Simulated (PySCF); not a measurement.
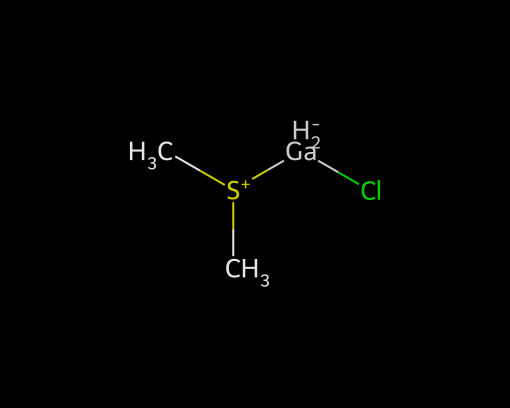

The drawing above gives the connectivity. The geometry was computed by an optimisation with PBE0-D3(BJ)/def2-SVP. No frequency run is at hand to confirm it as a minimum.

What does the molecule look like in three dimensions?

It has 13 atoms: 2 carbon, 8 hydrogen, 1 chlorine, 1 gallium and 1 sulfur (C₂H₈ClGaS). SMILES: `C[S+](C)[GaH2-][Cl]`. This geometry has Cs symmetry. Coordination, clear cases only: 2 C tetrahedral; 1 S trigonal pyramidal.

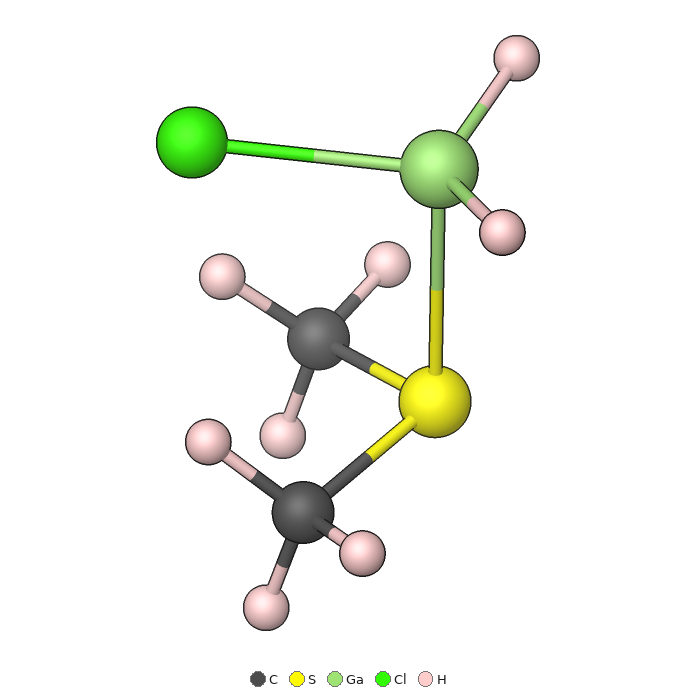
